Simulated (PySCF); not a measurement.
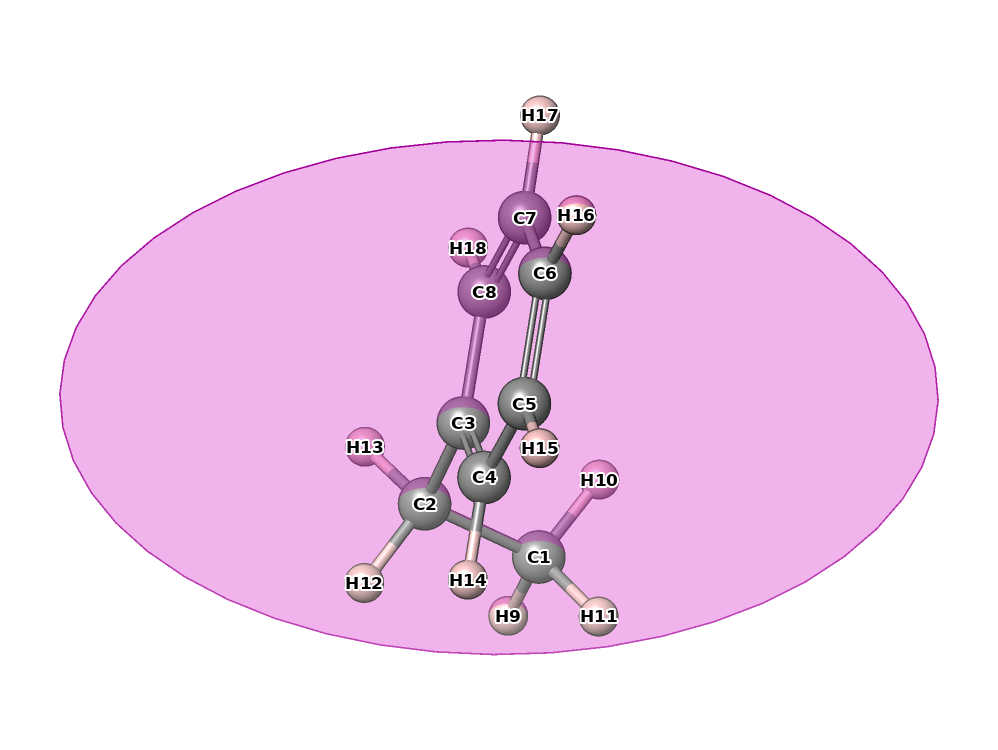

A disc through the centre of mass is drawn in. Atoms fade into the background with distance from the viewer. The computed structure is the end point of a PBE0-D3(BJ)/def2-SVP optimisation. No frequency run is at hand to confirm it as a minimum.

Is the plane of the disc a mirror plane of the structure?

Yes. The reflection leaves C1, C2, C3, C6, H9, H16 in place and moves C4 ↔ C8; C5 ↔ C7; H10 ↔ H11; H12 ↔ H13; H14 ↔ H18; H15 ↔ H17. The point group is Cs.
